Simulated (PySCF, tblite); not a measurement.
**C4H3F3NO2 radical: geometry, infrared bands and EPR parameters**

What infrared bands and EPR parameters should C4H3F3NO2 radical (`O=CN/C=[C]/OC(F)(F)F`) show?

Computed with tblite 0.8.0 and PySCF 2.14.0, with density-fitted response routines of our own, on a single molecule in the gas phase. Atoms count from 0, in the outputs and in this text.

### Step 1. The starting structure

13 atoms, charge 0, multiplicity 2; geometry from: force field or distance geometry start.

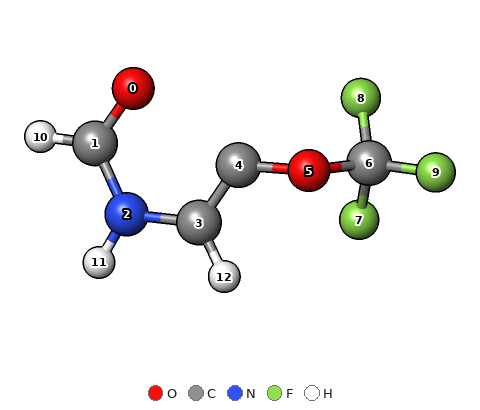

As it starts; oxygen red, carbon grey, nitrogen blue, fluorine green, hydrogen white, atoms numbered; sticks join atoms by distance.

### Step 2. Geometry optimisation with GFN2-xTB

The job: settings as JSON, then the geometry in Å.

```
{"job": {"kind": "relax", "xc": "GFN2-xTB", "basis": "xTB"}, "charge": 0, "multiplicity": 2}
O      1.885400     1.488000    -0.498200
C      2.491300     0.582300     0.131300
N      1.816000    -0.659700     0.301000
C      0.500500    -0.867500    -0.230500
C     -0.127100     0.082800    -0.874400
O     -1.404300    -0.076300    -1.411800
C     -2.490900     0.406700    -0.617200
F     -2.405600    -0.314200     0.576400
F     -2.252700     1.723100    -0.307600
F     -3.705300     0.154400    -1.191500
H      3.484400     0.749900     0.530900
H      2.241700    -1.458300     0.810200
H     -0.037700    -1.810800    -0.097700
```

The run is started by

```bash
OMP_NUM_THREADS=1 python probes_run.py task.json out
```

The driver reads the jobs from task.json and runs them one after another.

Standard output:

```text
step      E/eV     max force
  0    -958.22336    4.456
  1    -958.67323    3.708
  2    -958.90119    1.227
  3    -958.98113    0.828
  4    -959.04676    0.823
  5    -959.07321    0.483
  6    -959.10175    0.462
  7    -959.11740    0.342
  8    -959.12375    0.217
  9    -959.12722    0.207
 10    -959.13086    0.235
 11    -959.13677    0.237
 12    -959.14353    0.204
 13    -959.14855    0.184
 14    -959.15203    0.154
 15    -959.15547    0.165
 16    -959.15852    0.164
 17    -959.16121    0.157
 18    -959.16341    0.133
 19    -959.16512    0.090
 20    -959.16647    0.094
 21    -959.16760    0.098
 22    -959.16858    0.092
 23    -959.16937    0.059
 24    -959.16996    0.059
 25    -959.17048    0.056
 26    -959.17093    0.063
 27    -959.17123    0.051
 28    -959.17146    0.039
 29    -959.17173    0.055
 30    -959.17212    0.062
 31    -959.17260    0.067
 32    -959.17316    0.070
 33    -959.17386    0.082
 34    -959.17491    0.101
 35    -959.17641    0.124
 36    -959.17811    0.124
 37    -959.17957    0.091
 38    -959.18047    0.095
 39    -959.18118    0.093
 40    -959.18191    0.076
 41    -959.18264    0.082
 42    -959.18326    0.089
 43    -959.18398    0.102
 44    -959.18471    0.079
 45    -959.18541    0.066
 46    -959.18603    0.073
 47    -959.18687    0.098
 48    -959.18797    0.117
 49    -959.18960    0.102
 50    -959.19145    0.111
 51    -959.19300    0.113
 52    -959.19419    0.094
 53    -959.19541    0.095
 54    -959.19651    0.122
 55    -959.19679    0.104
 56    -959.19795    0.075
 57    -959.19869    0.097
 58    -959.20001    0.137
 59    -959.20209    0.149
 60    -959.20473    0.147
 61    -959.20714    0.097
 62    -959.20745    0.214
 63    -959.20907    0.089
 64    -959.20975    0.073
 65    -959.21196    0.201
 66    -959.21333    0.133
 67    -959.21525    0.144
 68    -959.21832    0.326
 69    -959.22166    0.114
 70    -959.22417    0.112
 71    -959.22351    0.337
 72    -959.22711    0.078
 73    -959.22785    0.061
 74    -959.22859    0.102
 75    -959.22898    0.063
 76    -959.22979    0.089
 77    -959.23121    0.170
 78    -959.23280    0.134
 79    -959.23377    0.080
 80    -959.23443    0.066
 81    -959.23492    0.050
 82    -959.23517    0.075
 83    -959.23541    0.055
 84    -959.23554    0.027
 85    -959.23558    0.018
 86    -959.23560    0.013
 87    -959.23563    0.017
 88    -959.23567    0.015
 89    -959.23570    0.013
 90    -959.23573    0.015
 91    -959.23576    0.013
 92    -959.23578    0.015
 93    -959.23583    0.021
 94    -959.23590    0.023
 95    -959.23601    0.033
 96    -959.23613    0.038
 97    -959.23629    0.037
 98    -959.23645    0.030
 99    -959.23664    0.026
100    -959.23682    0.024
101    -959.23693    0.020
102    -959.23697    0.018
103    -959.23699    0.013
104    -959.23700    0.009
```

Run time: 0.53 s. Hardware: 1 thread of Arm Neoverse V2, shared host.

Step by step: (not every step is listed)

| step | energy from step 0 (eV) | largest force (eV/Å) |
| --- | --- | --- |
| 0 | 0.0000 | 4.4558 |
| 1 | -0.4499 | 3.7085 |
| 2 | -0.6778 | 1.2268 |
| 3 | -0.7578 | 0.8281 |
| 4 | -0.8234 | 0.8232 |
| 5 | -0.8499 | 0.4835 |
| 6 | -0.8784 | 0.4616 |
| 7 | -0.8940 | 0.3421 |
| 8 | -0.9004 | 0.2166 |
| 17 | -0.9379 | 0.1566 |
| 26 | -0.9476 | 0.0631 |
| 35 | -0.9531 | 0.1243 |
| 44 | -0.9614 | 0.0785 |
| 53 | -0.9721 | 0.0951 |
| 62 | -0.9841 | 0.2136 |
| 71 | -1.0002 | 0.3373 |
| 80 | -1.0111 | 0.0665 |
| 89 | -1.0123 | 0.0131 |
| 98 | -1.0131 | 0.0297 |
| 99 | -1.0133 | 0.0262 |
| 100 | -1.0135 | 0.0245 |
| 101 | -1.0136 | 0.0205 |
| 102 | -1.0136 | 0.0179 |
| 103 | -1.0136 | 0.0132 |
| 104 | -1.0136 | 0.0087 |

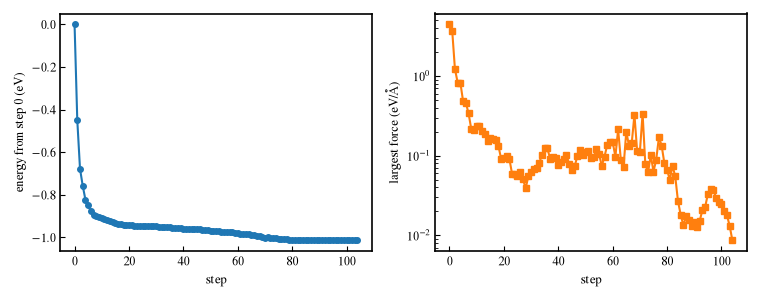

Energy and largest force along the relaxation.

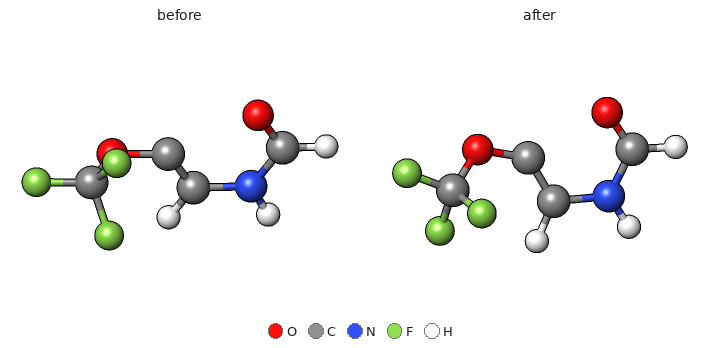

The geometry before (left) and after (right).

Distances of close pairs at the start and the end, largest changes first:

| bond | before (Å) | after (Å) | change (Å) |
| --- | --- | --- | --- |
| O5–C6 | 1.430 | 1.328 | -0.102 |
| C1–N2 | 1.424 | 1.343 | -0.081 |
| C6–F7 | 1.397 | 1.349 | -0.048 |
| O0–C1 | 1.258 | 1.212 | -0.046 |
| C6–F9 | 1.367 | 1.325 | -0.042 |
| C4–O5 | 1.395 | 1.356 | -0.038 |
| N2–C3 | 1.434 | 1.402 | -0.032 |
| C6–F8 | 1.373 | 1.341 | -0.032 |

The final coordinates are the input of the step that follows.

### Step 3. Infrared spectrum with GFN2-xTB

The job: settings as JSON, then the geometry in Å.

```
{"job": {"kind": "ir", "xc": "GFN2-xTB", "basis": "xTB"}, "charge": 0, "multiplicity": 2}
O      1.934965     1.231552    -0.963811
C      2.427795     0.479438    -0.151126
N      1.725372    -0.510873     0.422356
C      0.377679    -0.621496     0.051844
C     -0.044588     0.144506    -0.932878
O     -1.274511     0.390638    -1.448901
C     -2.332310     0.255509    -0.657499
F     -2.565063    -1.022942    -0.294814
F     -2.238255     0.934475     0.495466
F     -3.420642     0.680799    -1.281818
H      3.473510     0.551073     0.179117
H      2.121861    -1.150005     1.092436
H     -0.190201    -1.362188     0.610653
```

Standard output:

```text
mode    cm-1     km/mol
  1      33.1      4.25
  2      53.3      3.17
  3     105.4      3.26
  4     151.1      7.77
  5     231.4     14.44
  6     289.6      6.33
  7     306.2      7.16
  8     361.8     53.27
  9     396.7     47.93
 10     412.5     26.19
 11     478.1     12.53
 12     526.0     38.96
 13     548.9     27.84
 14     560.7     24.38
 15     650.1     10.71
 16     710.6     12.95
 17     825.1     11.54
 18     849.6     38.82
 19     891.5      1.85
 20    1010.3    423.34
 21    1021.0    121.08
 22    1091.8    213.94
 23    1100.1    300.26
 24    1143.1    712.81
 25    1167.7     58.54
 26    1209.1     47.25
 27    1327.2     20.08
 28    1373.1     70.04
 29    1665.6    172.70
 30    1692.8    185.88
 31    2849.2     60.42
 32    2933.1      5.58
 33    3466.0     28.88
```

Run time: 0.34 s. Hardware: 1 thread of Arm Neoverse V2, shared host.

The strongest bands and the atoms that carry them (share of the mass-weighted mode):

| cm⁻¹ | km/mol | atoms |
| --- | --- | --- |
| 1010 | 423.3 | C6 76 %, F7 12 %, F8 10 % |
| 1021 | 121.1 | C3 33 %, O5 19 %, C4 17 % |
| 1092 | 213.9 | H12 28 %, O5 14 %, C1 12 %, N2 12 % |
| 1100 | 300.3 | C6 69 %, O5 14 % |
| 1143 | 712.8 | C6 60 %, O5 12 %, H11 11 %, F9 10 % |
| 1373 | 70.0 | N2 49 %, H11 21 %, C1 19 % |
| 1666 | 172.7 | C1 42 %, O0 23 %, C4 17 %, C3 15 % |
| 1693 | 185.9 | C4 37 %, C3 28 %, C1 20 %, O0 13 % |

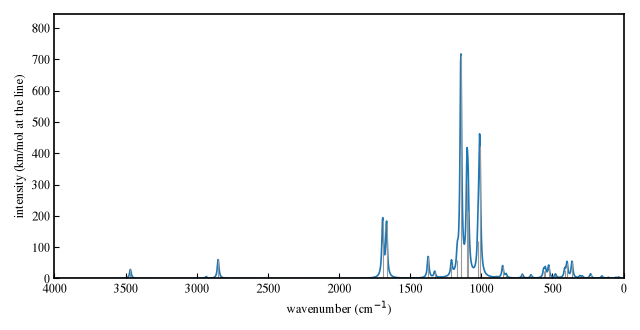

The infrared spectrum from these modes, unscaled. Lines are broadened to a width of 14 cm⁻¹ (Lorentzian).

### Step 4. EPR parameters: B3LYP/pcH-1

Settings changed since step 3:

```diff
@@ -1,2 +1,2 @@
-{"job": {"kind": "ir", "xc": "GFN2-xTB", "basis": "xTB"}, "charge": 0, "multiplicity": 2}
+{"job": {"kind": "epr", "basis": "pcH-1"}, "charge": 0, "multiplicity": 2}
 O      1.934965     1.231552    -0.963811
```

Method: UKS B3LYP, pcH-1 on C F H N O, non-relativistic, mean-field spin-orbit, GIAO.

Standard output:

```text
UKS, coarse grid
  cycle   1  E = -658.57341506  |g| = 9.48e-01
  cycle   2  E = -657.47350551  |g| = 1.92e+00
  cycle   3  E = -658.81945641  |g| = 4.18e-01
  cycle   4  E = -658.88380385  |g| = 7.72e-02
  cycle   5  E = -658.88557936  |g| = 3.00e-02
  cycle   6  E = -658.88590133  |g| = 1.59e-02
  cycle   7  E = -658.88603038  |g| = 4.69e-03
  cycle   8  E = -658.88605102  |g| = 2.64e-03
  cycle   9  E = -658.88606271  |g| = 1.26e-03
  cycle  10  E = -658.88606474  |g| = 6.93e-04
UKS, final grid
  cycle   1  E = -658.88614134  |g| = 8.52e-04
  cycle   2  E = -658.88614113  |g| = 1.36e-03
  cycle   3  E = -658.88614179  |g| = 2.81e-04
  cycle   4  E = -658.88614184  |g| = 1.41e-04
  cycle   5  E = -658.88614189  |g| = 9.69e-05
  cycle   6  E = -658.88614190  |g| = 2.14e-05
  cycle   7  E = -658.88614190  |g| = 7.29e-06
E = -658.88614190 Eh   <S^2> = 0.7601 (exact 0.7500)
g shifts (ppm)      1          2          3
  rmc          -243       -243       -243
  gc             35         67         42
  oz_so        -467         89       1101
  total        -675        -87        901
hyperfine (MHz)  atom isotope    a_iso     a_fc   dipolar eigenvalues
    0   17O     -89.99     -89.99    -56.19     27.97     28.22
    1   13C     -11.46     -11.46     -4.42      0.23      4.19
    2   14N      -3.82      -3.82     -2.32     -0.35      2.67
    3   13C      21.04      21.04    -18.32     -1.65     19.97
    4   13C     696.82     696.82    -75.04    -49.51    124.55
    5   17O    -131.94    -131.94    -16.85      7.11      9.74
    6   13C      54.78      54.78     -4.65     -3.65      8.30
    7   19F      25.27      25.27    -10.46     -8.26     18.72
    8   19F      -2.95      -2.95     -3.08     -0.23      3.31
    9   19F       9.72       9.72     -7.79     -7.36     15.15
   10    1H      37.21      37.21     -2.23     -1.23      3.47
   11    1H      -3.93      -3.93     -3.03     -1.35      4.38
   12    1H      91.13      91.13     -5.46     -1.08      6.54
```

Run time: 1.7 min. Hardware: 1 thread of Arm Neoverse V2, shared host; peak memory 0.97 GiB.

Principal g values 2.00164, 2.00223, 2.00322; g(iso) = 2.00237, against 2.00232 for a free electron.

Mean a(iso) over the nuclei that a row names, and the largest dipolar term of the row (other rows stand at the frozen geometry):

| nuclei | isotope | a(iso) (MHz) | a(iso) (G, at g = 2.0023) | largest dipolar term (MHz) |
| --- | --- | --- | --- | --- |
| C4 | 13C | 696.8 | 248.6 | 124.5 |
| O5 | 17O | -131.9 | -47.1 | -16.8 |
| H12 | 1H | 91.1 | 32.5 | 6.5 |
| O0 | 17O | -90.0 | -32.1 | -56.2 |
| C6 | 13C | 54.8 | 19.5 | 8.3 |
| H10 | 1H | 37.2 | 13.3 | 3.5 |
| C3 | 13C | 21.0 | 7.5 | 20.0 |
| C1 | 13C | -11.5 | -4.1 | -4.4 |
| F7, F8, F9 | 19F | 10.7 | 3.8 | 18.7 |
| H11 | 1H | -3.9 | -1.4 | 4.4 |
| N2 | 14N | -3.8 | -1.4 | 2.7 |

Mulliken spin populations:

O0 0.12; C1 -0.03; N2 0.01; C3 -0.10; C4 0.87; O5 0.02; C6 0.03; F7 0.00; F8 0.00; F9 0.00; H10 0.02; H11 0.00; H12 0.05

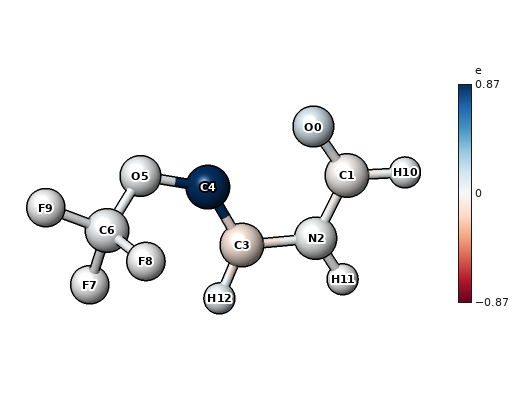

Mulliken spin populations, as colours on the atoms.

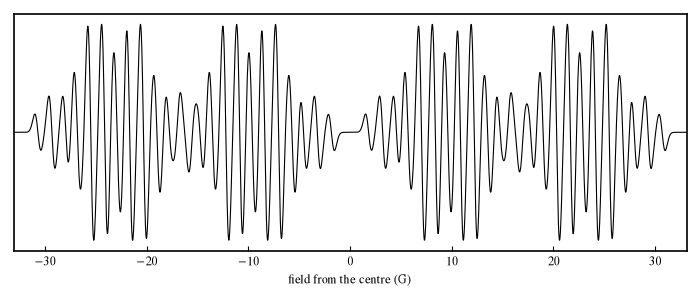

First-order isotropic spectrum (first derivative, main isotopes with spin only, couplings over 0.8 MHz, Gaussian width 0.3 G; couplings of the frozen geometry, rotation of groups not averaged beyond the rows shown).

The fields below are evaluated on a grid from the run's orbitals.

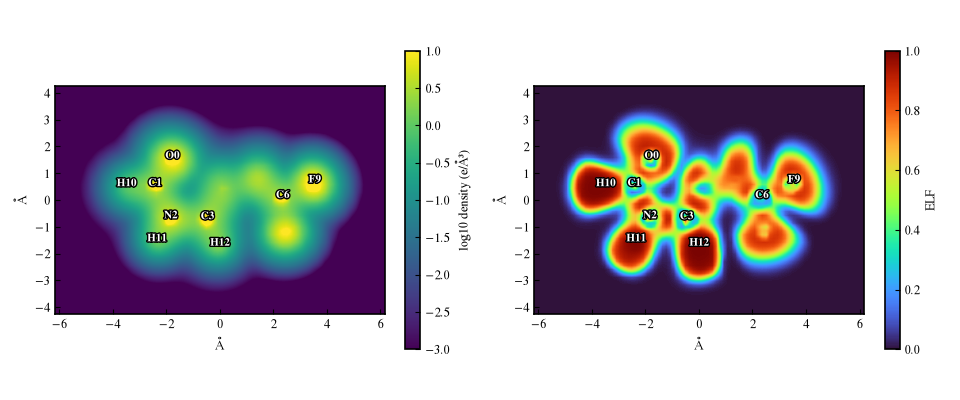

Density (left) and ELF (right) in a plane through or near 9 of the atoms.

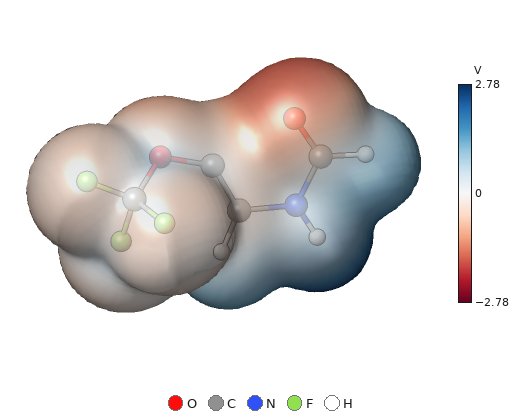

The potential that a unit positive charge feels on the 0.002 e/bohr³ surface, from -1.60 V near O0 to 2.78 V near H11.

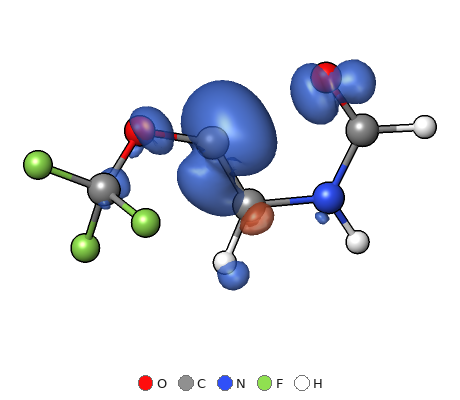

Spin density at ±0.05 e/Å³ (alpha excess blue, beta excess red).

### Step 5. Results

| quantity | value |
| --- | --- |
| strongest single infrared mode (GFN2-xTB) | 1143 cm⁻¹, 713 km/mol |
| zero-point energy (GFN2-xTB) | 44.9 kcal/mol |
| g(iso) (B3LYP) | 2.00237 |
| ⟨S²⟩ | 0.760 (exact 0.75) |
| largest a(iso) (averaged by class) | 13C on C4, 696.8 MHz |
| surface potential, least and greatest | -1.60 V and 2.78 V |

The optimisation took 104 steps and gained 1.014 eV; among the close pairs (by a distance rule), O5–C6 changed most, from 1.430 to 1.328 Å. No mode is imaginary among the 33: a minimum at this level. The strongest single mode, at 1143 cm⁻¹, moves mainly C6. Unscaled tight-binding wavenumbers are off by several per cent, some by more. Its intensities can rank the bands wrongly. C4 carries the largest spin population, 0.87 e. The isotropic g lies 0.0 ppt above the free-electron value.
